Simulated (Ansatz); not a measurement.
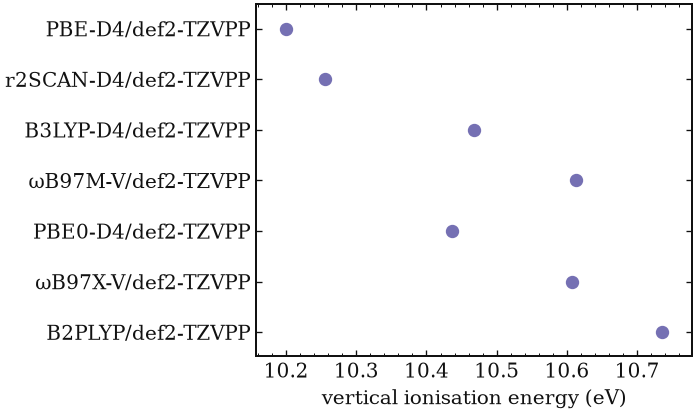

Vertical ionisation energy of C₃H₃N, SMILES [H]/N=C\C#C, taken as the energy of the cation less that of the neutral at fixed geometry (unrestricted doublet cation, cores frozen in correlated methods, no spin-orbit coupling), the Ansatz code, at a PBE0-D4/def2-TZVP geometry (a minimum by its frequencies).

> What range do the values span?

From 10.20 eV (PBE-D4/def2-TZVPP) to 10.74 eV (B2PLYP/def2-TZVPP).

> Give the values.

| level | eV |
| --- | --- |
| PBE-D4/def2-TZVPP | 10.20 |
| r2SCAN-D4/def2-TZVPP | 10.26 |
| B3LYP-D4/def2-TZVPP | 10.47 |
| ωB97M-V/def2-TZVPP | 10.61 |
| PBE0-D4/def2-TZVPP | 10.44 |
| ωB97X-V/def2-TZVPP | 10.61 |
| B2PLYP/def2-TZVPP | 10.74 |
